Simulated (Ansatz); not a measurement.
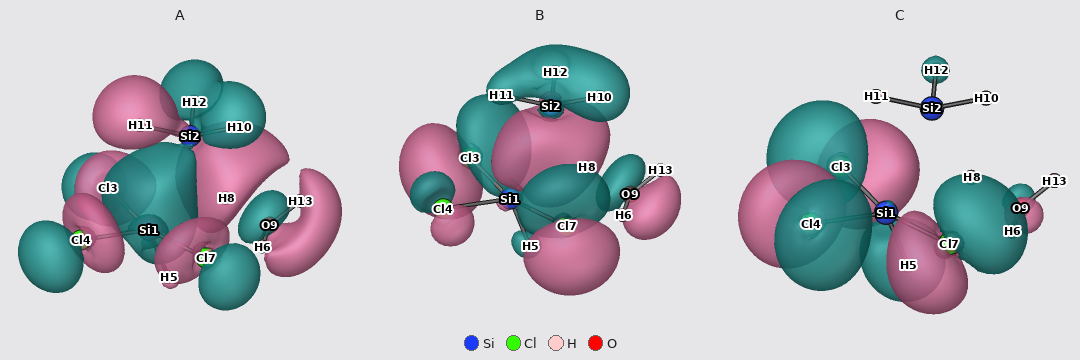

The picture shows: Cl$_{3}$HSi···H$_{3}$Si···H$_{2}$O···H. Three frontier orbitals at ±0.06 Å⁻³ᐟ² (teal and pink are the two phases), in no order.

A transition-state structure; geometry: PBE0-D4/def2-TZVP.

All numbers below come from RKS PBE0-D4/def2-TZVPP in Ansatz 0.2.0.

```yaml
atoms:
  - { symbol: Si, position_ang: [-1.3768, -0.1786, -0.0686] }
  - { symbol: Si, position_ang: [0.7953, 0.4289, -1.1795] }
  - { symbol: Cl, position_ang: [-1.4501, -1.5208, -1.7449] }
  - { symbol: Cl, position_ang: [-2.9058, 1.0499, -0.6672] }
  - { symbol: H, position_ang: [-1.6581, -1.1786, 0.9720] }
  - { symbol: H, position_ang: [0.5410, -0.0509, 1.9932] }
  - { symbol: Cl, position_ang: [-0.7967, 1.3409, 1.6237] }
  - { symbol: H, position_ang: [0.5981, -0.4964, 0.4052] }
  - { symbol: O, position_ang: [1.0559, -0.7985, 1.5517] }
  - { symbol: H, position_ang: [1.8176, 1.2570, -0.4762] }
  - { symbol: H, position_ang: [-0.0659, 1.3255, -1.9875] }
  - { symbol: H, position_ang: [1.4522, -0.6153, -1.9974] }
  - { symbol: H, position_ang: [1.9932, -0.5629, 1.5754] }
```

Order the three orbitals by energy and name them.

Answer. C is the HOMO−1 (−8.25 eV). By Hirshfeld shares it lies mainly on Cl4 (about 30 %), Cl3 (about 30 %) and Cl7 (about 25 %); largely a combination of lone pairs on Cl4, Cl3 and Cl7. B is the HOMO (−7.85 eV). By Hirshfeld shares it lies mainly on Cl3 (about 30 %), Cl7 (about 20 %), Si2 (about 20 %), Si1 (about 10 %), O9 (about 10 %) and H8 (about 5 %). A is the LUMO (−2.00 eV). It lies mainly on Si1 (about 25 %), Si2 (about 20 %), H8 (about 10 %), O9 (about 10 %), Cl4 (about 10 %) and Cl7 (about 5 %).

What is the HOMO–LUMO gap?

Answer. 5.85 eV between the orbital energies.
